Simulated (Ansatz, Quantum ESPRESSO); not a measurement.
# CeSb (P4/mmm): zone-centre phonons, part 2 of 3

Which modes does CeSb (P4/mmm) have at the zone centre?

Quantum ESPRESSO 7.5; DFT PBEsol, scalar-relativistic, plane waves, PseudoDojo norm-conserving, 4f in core pseudopotentials.

So far. Step 2 (A probe with smearing): No gap opens on this mesh, so smearing is kept; the start stands at 1.3 GPa. Step 4 (Self-consistent run for the response): The cell stands at 0.038 GPa, close enough for phonons. The relaxed cell has a = 4.111, c = 3.386 Å (conventional setting).

### 5. Zone-centre response

At q = 0 one unit cell holds all displacements; symmetry groups them into irreducible representations that are solved one by one. With smeared occupations no response to a homogeneous field can be asked.

ph.in reads:

```
phonons
&INPUTPH
  prefix       = 'x'
  outdir       = './tmp'
  fildyn       = 'g.dyn'
  tr2_ph       = 1.0d-18
  alpha_mix(1) = 0.4
  nmix_ph      = 8
/
0.000000000 0.000000000 0.000000000
```

Launch:

```
$ OMP_NUM_THREADS=1 mpirun -n 8 ph.x -nk 8 -in ph.in > ph.out
```

Output:

```text
[banners, grids, parts of the stress and lines that vanish by symmetry left out]
[banner, memory and clock lines left out]
Program PHONON v.7.5

     ./tmp/x.save/

     IMPORTANT: XC functional enforced from input :
     Exchange-correlation= PBESOL
                           (   1   4  10   8   0   0   0)
     Any further DFT definition will be discarded
     Please, verify this is what you really want

     G-vector sticks info

     Reading collected, re-writing distributed wavefunctions in ./tmp/

     Number and degeneracy of irreps per q-point
       N         xq(1)         xq(2)         xq(3)   N irreps
       1   0.000000000   0.000000000   0.000000000       4
        1   1   2   2

     Calculation of q =    0.0000000   0.0000000   0.0000000

     phonons

     bravais-lattice index     =            0
     lattice parameter (alat)  =       7.7682  a.u.
     unit-cell volume          =     386.1195 (a.u.)^3
     number of atoms/cell      =            2
     number of atomic types    =            2
     kinetic-energy cut-off    =      72.0000  Ry
     charge density cut-off    =     288.0000  Ry
     convergence threshold     =      1.0E-18
     beta                      =       0.4000
     number of iterations used =            8
     Exchange-correlation= PBESOL
                           (   1   4  10   8   0   0   0)

     celldm(1)=    7.76816  celldm(2)=    0.00000  celldm(3)=    0.00000
     celldm(4)=    0.00000  celldm(5)=    0.00000  celldm(6)=    0.00000

     crystal axes: (cart. coord. in units of alat)
               a(1) = (  1.0000  0.0000  0.0000 )
               a(2) = (  0.0000  1.0000  0.0000 )
               a(3) = (  0.0000  0.0000  0.8237 )

     reciprocal axes: (cart. coord. in units 2 pi/alat)
               b(1) = (  1.0000  0.0000  0.0000 )
               b(2) = (  0.0000  1.0000  0.0000 )
               b(3) = (  0.0000  0.0000  1.2140 )

     Atoms inside the unit cell:

     Cartesian axes

     site n.  atom      mass           positions (alat units)
        1  Ce    140.1160   tau(    1) = (    0.00000    0.00000    0.00000  )
        2  Sb    121.7600   tau(    2) = (    0.50000    0.50000    0.41185  )

     Computing dynamical matrix for
                    q = (   0.0000000   0.0000000   0.0000000 )

     17 Sym.Ops. (with q -> -q+G )

     G cutoff =  440.2194  (  31843 G-vectors)     FFT grid: ( 45, 45, 36)

     number of k points=   105  Marzari-Vanderbilt smearing, width (Ry)=  0.0200

     PseudoPot. # 1 for Ce read from file:
     ./pseudo/Ce.upf
     Pseudo is Norm-conserving + core correction, Zval = 11.0
     Using radial grid of 1804 points,  7 beta functions with:
                l(1) =   0
                l(2) =   0
                l(3) =   1
                l(4) =   1
                l(5) =   2
                l(6) =   2
                l(7) =   3

     PseudoPot. # 2 for Sb read from file:
     ./pseudo/Sb.upf
     Pseudo is Norm-conserving + core correction, Zval = 15.0
     Using radial grid of 1434 points,  6 beta functions with:
                l(1) =   0
                l(2) =   0
                l(3) =   1
                l(4) =   1
                l(5) =   2
                l(6) =   2

     Mode symmetry, D_4h(4/mmm) point group:

     Atomic displacements:
     There are    4 irreducible representations

     Representation     1      1 modes -  To be done

     Representation     2      1 modes -  To be done

     Representation     3      2 modes -  To be done

     Representation     4      2 modes -  To be done

     Alpha used in Ewald sum =   2.8000

     Representation #   1 mode #   1

     Self-consistent Calculation
      thresh= 1.000E-02 alpha_mix =  0.400 |ddv_scf|^2 =  2.030E-06
      thresh= 1.425E-04 alpha_mix =  0.400 |ddv_scf|^2 =  1.540E-07
      thresh= 3.924E-05 alpha_mix =  0.400 |ddv_scf|^2 =  6.634E-09
      thresh= 8.145E-06 alpha_mix =  0.400 |ddv_scf|^2 =  4.847E-10
      thresh= 2.202E-06 alpha_mix =  0.400 |ddv_scf|^2 =  4.829E-12
      thresh= 2.198E-07 alpha_mix =  0.400 |ddv_scf|^2 =  1.413E-13
      thresh= 3.760E-08 alpha_mix =  0.400 |ddv_scf|^2 =  1.775E-14
      thresh= 1.332E-08 alpha_mix =  0.400 |ddv_scf|^2 =  1.779E-16
      thresh= 1.334E-09 alpha_mix =  0.400 |ddv_scf|^2 =  7.851E-18
      thresh= 2.802E-10 alpha_mix =  0.400 |ddv_scf|^2 =  1.998E-19

     End of self-consistent calculation

     Convergence has been achieved

     Representation #   2 mode #   2

     Self-consistent Calculation
      thresh= 1.000E-02 alpha_mix =  0.400 |ddv_scf|^2 =  2.310E-05
      thresh= 4.806E-04 alpha_mix =  0.400 |ddv_scf|^2 =  3.745E-07
      thresh= 6.119E-05 alpha_mix =  0.400 |ddv_scf|^2 =  1.836E-08
      thresh= 1.355E-05 alpha_mix =  0.400 |ddv_scf|^2 =  1.104E-09
[...]
End of self-consistent calculation

     Convergence has been achieved

     Representation #   3 modes #   3   4

     Self-consistent Calculation
[...]
End of self-consistent calculation

     Convergence has been achieved

     Representation #   4 modes #   5   6

     Self-consistent Calculation
[...]
thresh= 5.833E-06 alpha_mix =  0.400 |ddv_scf|^2 =  2.800E-10
      thresh= 1.673E-06 alpha_mix =  0.400 |ddv_scf|^2 =  2.050E-12
      thresh= 1.432E-07 alpha_mix =  0.400 |ddv_scf|^2 =  4.366E-14
      thresh= 2.090E-08 alpha_mix =  0.400 |ddv_scf|^2 =  6.132E-15
      thresh= 7.831E-09 alpha_mix =  0.400 |ddv_scf|^2 =  1.538E-16
      thresh= 1.240E-09 alpha_mix =  0.400 |ddv_scf|^2 =  2.219E-18
      thresh= 1.489E-10 alpha_mix =  0.400 |ddv_scf|^2 =  3.532E-19

     End of self-consistent calculation

     Convergence has been achieved

     Number of q in the star =    1
     List of q in the star:
          1   0.000000000   0.000000000   0.000000000

     Diagonalizing the dynamical matrix

     q = (    0.000000000   0.000000000   0.000000000 )

 **************************************************************************
     freq (    1) =      -0.081922 [THz] =      -2.732632 [cm-1]
     freq (    2) =      -0.081922 [THz] =      -2.732632 [cm-1]
     freq (    3) =      -0.072587 [THz] =      -2.421235 [cm-1]
     freq (    4) =       1.983710 [THz] =      66.169448 [cm-1]
     freq (    5) =       3.812872 [THz] =     127.183732 [cm-1]
     freq (    6) =       3.812872 [THz] =     127.183732 [cm-1]
 **************************************************************************

     Mode symmetry, D_4h(4/mmm) point group:

     freq (   1-   2) =         -2.7  [cm-1]   --> E_u  X_5' M_5'  I
     freq (   3-   3) =         -2.4  [cm-1]   --> A_2u X_4' M_4'  I
     freq (   4-   4) =         66.2  [cm-1]   --> A_2u X_4' M_4'  I
     freq (   5-   6) =        127.2  [cm-1]   --> E_u  X_5' M_5'  I
```

Run time: 3.5 min. Hardware: 8 MPI ranks of Arm Neoverse V2, shared host.

This step gave:

```yaml
largest_acoustic_frequency_at_the_zone_centre_before_the_sum_rule: -2.73 cm⁻¹
highest_optical_zone_centre_mode_no_lo_to_term: 127.2 cm⁻¹
lowest_optical_zone_centre_mode: 66.17 cm⁻¹
```

The acoustic modes at Γ come out as far as 2.7 cm⁻¹ from zero, where they should vanish, a small numerical error.

### 6. Modes with the sum rule

A rigid shift of the crystal must cost nothing, but grids and finite bases break this; the acoustic sum rule is imposed before the matrix is diagonalised again.

dynmat.in reads:

```
&INPUT
  fildyn = 'g.dyn'
  asr    = 'simple'
  fileig = 'dynmat.eig'
/
```

Launch:

```
$ dynmat.x -in dynmat.in > dynmat.out
```

Output:

```text
[banner, memory and clock lines left out]
Program DYNMAT v.7.5

     Reading Dynamical Matrix from file g.dyn
     ...Force constants read
     ...epsilon and Z* not read (not found on file)
     A direction for q was not specified:TO-LO splitting will be absent

     Polarizability (A^3 units)
     multiply by 1.000000 for Clausius-Mossotti correction
         0.000000    0.000000    0.000000
         0.000000    0.000000    0.000000
         0.000000    0.000000    0.000000

     IR activities are in (D/A)^2/amu units

# mode   [cm-1]    [THz]      IR
    1     -0.00   -0.0000    0.0000
    2     -0.00   -0.0000    0.0000
    3      0.00    0.0000    0.0000
    4     66.21    1.9849    0.0000
    5    127.21    3.8137    0.0000
    6    127.21    3.8137    0.0000
```

Wall time 0.47 s (1 thread).

This step gave:

```yaml
lowest_optical_zone_centre_mode: 66.21 cm⁻¹
```

Unit eigenvectors of the mass-weighted matrix after the sum rule; no LO-TO term. The modes at Γ (shares of kinetic energy by element, %):

| mode | frequency (cm⁻¹) | symmetry | Ce % | Sb % |
| --- | --- | --- | --- | --- |
| 1 | 0.0 | acoustic | 54 | 46 |
| 2 | 0.0 | acoustic | 54 | 46 |
| 3 | 0.0 | acoustic | 54 | 46 |
| 4 | 66.2 | A2u | 46 | 54 |
| 5 | 127.2 | Eu | 46 | 54 |
| 6 | 127.2 | Eu | 46 | 54 |

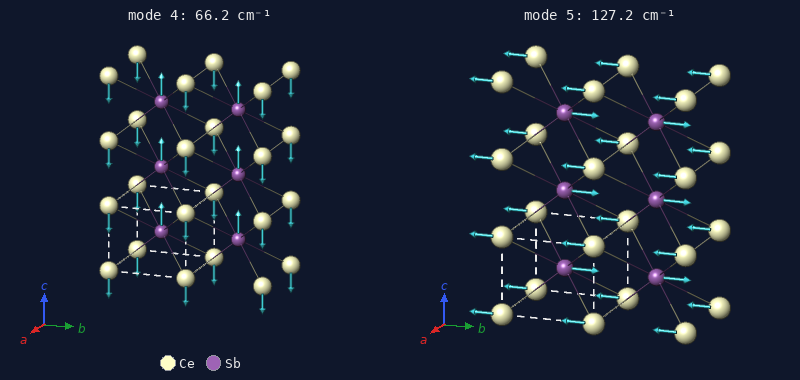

Displacement patterns of modes 4 and 5 at Γ; arrows are exaggerated. 1×2×3 cells are drawn. Some periodic images of atoms are drawn too.

The rule moves no optical mode by more than 0.1 cm⁻¹.

### 7. Sum rules set otherwise: a sum rule for molecules or wires on a crystal

This rule also removes rotations, which suits wires and not a crystal; it is tried to see the harm.

dynmat.in reads:

```
&INPUT
  fildyn = 'g.dyn'
  asr    = 'one-dim'
  fileig = 'dynmat.eig'
/
```

Launch:

```
$ dynmat.x -in dynmat.in > dynmat.out
```

Output:

```text
[banner, memory and clock lines left out]
Program DYNMAT v.7.5

     Reading Dynamical Matrix from file g.dyn
     ...Force constants read
     ...epsilon and Z* not read (not found on file)
asr rotation axis in 1D system=    3
     Acoustic Sum Rule: || Z*(ASR) - Z*(orig)|| =    0.000000E+00
     Acoustic Sum Rule: ||dyn(ASR) - dyn(orig)||=    1.595137E-01
     A direction for q was not specified:TO-LO splitting will be absent

     Polarizability (A^3 units)
     multiply by 1.000000 for Clausius-Mossotti correction
         0.000000    0.000000    0.000000
         0.000000    0.000000    0.000000
         0.000000    0.000000    0.000000

     IR activities are in (D/A)^2/amu units

# mode   [cm-1]    [THz]      IR
    1     -0.00   -0.0000    0.0000
    2     -0.00   -0.0000    0.0000
    3     -0.00   -0.0000    0.0000
    4      0.00    0.0000    0.0000
    5     66.16    1.9835    0.0000
    6    127.18    3.8128    0.0000
```

The job ended after 0.47 s (1 thread).

The run ended normally, but on settings that are not sound.

The fault: a sum rule for molecules or wires on a crystal; 1 optical mode is projected out to zero frequency, as if it were a rotation.

For a crystal the rule has to be 'simple' or 'crystal'.

Zone-centre frequencies as printed; negative means imaginary. Modes:

| mode | frequency (cm⁻¹) |
| --- | --- |
| 1 | 0 |
| 2 | 0 |
| 3 | 0 |
| 4 | 0 |
| 5 | 66.16 |
| 6 | 127.2 |

### 8. Sum rules set otherwise (asr no)

Without the rule the raw error of the acoustic modes shows.

dynmat.in reads:

```
&INPUT
  fildyn = 'g.dyn'
  asr    = 'no'
  fileig = 'dynmat.eig'
/
```

Launch:

```
$ dynmat.x -in dynmat.in > dynmat.out
```

Output:

```text
[banner, memory and clock lines left out]
Program DYNMAT v.7.5

     Reading Dynamical Matrix from file g.dyn
     ...Force constants read
     ...epsilon and Z* not read (not found on file)
     A direction for q was not specified:TO-LO splitting will be absent

     Polarizability (A^3 units)
     multiply by 1.000000 for Clausius-Mossotti correction
         0.000000    0.000000    0.000000
         0.000000    0.000000    0.000000
         0.000000    0.000000    0.000000

     IR activities are in (D/A)^2/amu units

# mode   [cm-1]    [THz]      IR
    1     -2.73   -0.0819    0.0000
    2     -2.73   -0.0819    0.0000
    3     -2.42   -0.0726    0.0000
    4     66.17    1.9837    0.0000
    5    127.18    3.8129    0.0000
    6    127.18    3.8129    0.0000
```

Elapsed: 0.47 s, on 1 thread.

This step gave:

```yaml
lowest_optical_zone_centre_mode: 66.17 cm⁻¹
```

Zone-centre frequencies as printed; negative means imaginary. Modes:

| mode | frequency (cm⁻¹) |
| --- | --- |
| 1 | -2.73 |
| 2 | -2.73 |
| 3 | -2.42 |
| 4 | 66.17 |
| 5 | 127.2 |
| 6 | 127.2 |

Against the first rule no mode moves by more than 2.8 cm⁻¹.

(Continued in part 3 of 3.)

[Host names and launcher messages were left out of these logs when they were recorded.]

[Logs are printed without paths, hosts, clocks, repeated set-up lines and the standing remarks that a program may print on its own settings, such as how far it seeks lower states.]

[Hosts, paths, dates, database ids (printed as entryN), source tags and the programs' standing remarks are cut or masked in the printed files.]
